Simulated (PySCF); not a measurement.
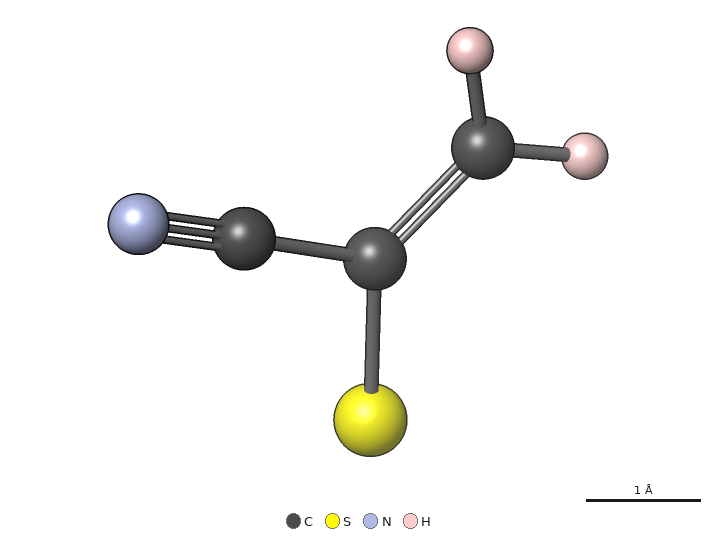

Multiple sticks mark multiple bonds (one Kekulé form).

State: charge −1, singlet. Computed geometry: PBE0-D3(BJ)/def2-SVP optimisation. No frequency run is at hand to confirm it as a minimum.

Identify the structure.

The species is C₃H₂NS⁻. SMILES: `C=C([S-])C#N`. It has no ring. Among its groups: nitrile, alkene. This geometry has Cs symmetry. All atoms lie on one plane. Coordination: 2 C trigonal planar; 1 C linear.

The parts below concern this one geometry. Atoms keep their numbers from picture to picture.

### Geometry

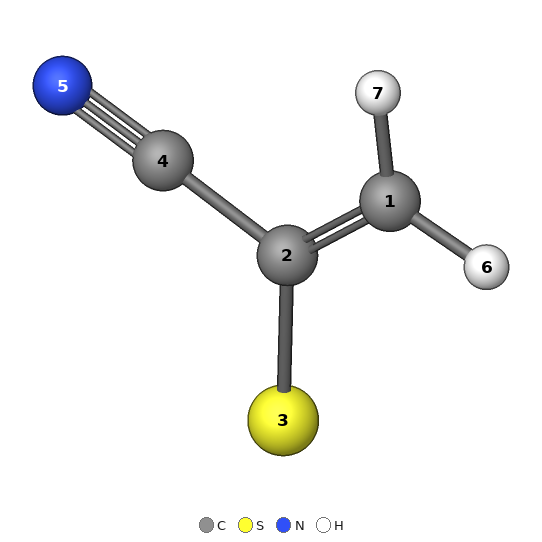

Atoms carry their numbers in the input. No frequency run is at hand to confirm it as a minimum.

List the bonds and their lengths.

```csv
bond,length (Å),order
C1–C2,1.367,double
C1–H6,1.093,single
C1–H7,1.094,single
C2–S3,1.722,single
C2–C4,1.450,single
C4–N5,1.164,triple
```

### Charges

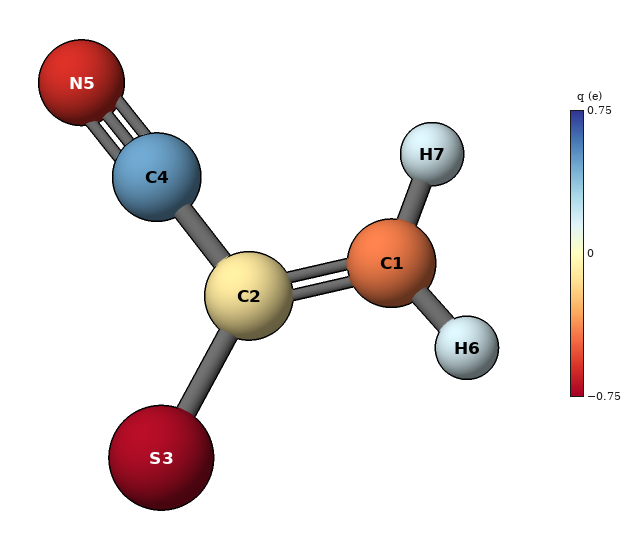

Atoms are coloured by their ESP-fitted charges. No frequency run is at hand to confirm it as a minimum. Method: PBE0/pcSseg-1 in acetonitrile (IEF-PCM) (PySCF 2.14.0).

**Which atom carries the highest charge (most positive or least negative)?**

C4 (0.47 e).

**And the lowest?**

S3 (−0.71 e).

Give the ESP-fitted charges atom by atom.

| atom | value (e) |
| --- | --- |
| C1 | −0.40 |
| C2 | −0.10 |
| S3 | −0.71 |
| C4 | 0.47 |
| N5 | −0.60 |
| H6 | 0.17 |
| H7 | 0.17 |

### Electronic properties

No frequency run is at hand to confirm it as a minimum. Properties computed with CAM-B3LYP/def2-SVPD in acetonitrile (IEF-PCM) (PySCF 2.14.0). Excitations: vertical, linear response.

**Estimate the brightest of the 6 lowest singlets.**

4.07 eV.

**What is the lowest vertical singlet excitation?**

3.92 eV.

**What is the mean static polarisability?**

111.6 bohr³.

**What is the HOMO energy (Kohn–Sham orbital)?**

−6.66 eV.

### NMR shielding

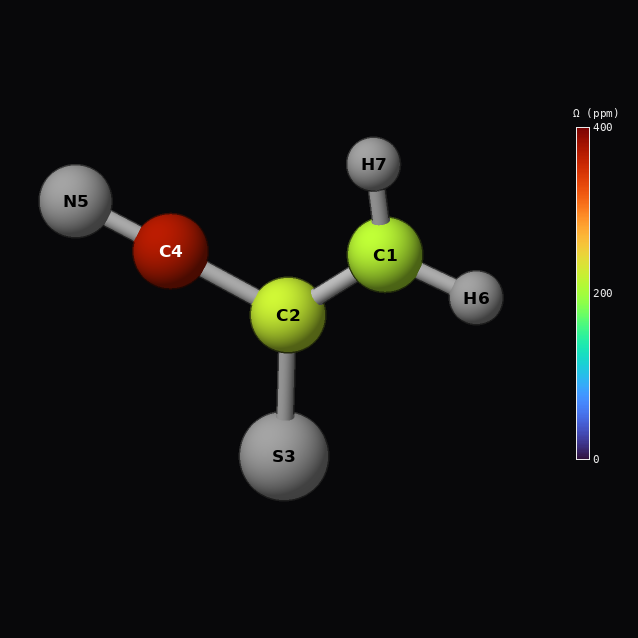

The C atoms are coloured by the span of their shielding tensor. No frequency run is at hand to confirm it as a minimum. Properties computed with GIAO PBE0/pcSseg-1 NMR shielding, non-relativistic, IEF-PCM acetonitrile (PySCF 2.14.0). Principal shieldings σ11 ≤ σ22 ≤ σ33, span Ω = σ33 − σ11, skew κ = 3(σiso − σ22)/Ω.

**Which C atom has the most anisotropic shielding?**

C4, with a span of 369 ppm.

Give the shielding tensors of the C atoms.

```
atom    σ11    σ22    σ33  σiso      Ω      κ
  C1  −73.0   96.4  140.9  54.8  214.0  −0.58
  C2  −81.5   63.3  141.4  41.1  223.0  −0.30
  C4  −76.8  −50.6  292.2  54.9  368.9   0.86
```

Shieldings and span in ppm.

### Quadrupole coupling

No frequency run is at hand to confirm it as a minimum. Electric field gradients from the ground-state density, PBE0/pcSseg-1 in acetonitrile (IEF-PCM) (PySCF 2.14.0), non-relativistic apart from any core potentials.

Give the largest field-gradient component, the quadrupole coupling constant and the asymmetry for 33S at S3 (Q = −67.81 mb), 14N at N5 (Q = 20.44 mb), 2H at H6 (Q = 2.86 mb), 2H at H7 (Q = 2.86 mb).

```tsv
atom	V_zz (a.u.)	e²qQ/h (MHz)	η
S3	2.547	−40.6	0.35
N5	−0.793	−3.81	0.05
H6	0.311	0.209	0.06
H7	0.304	0.205	0.09
```
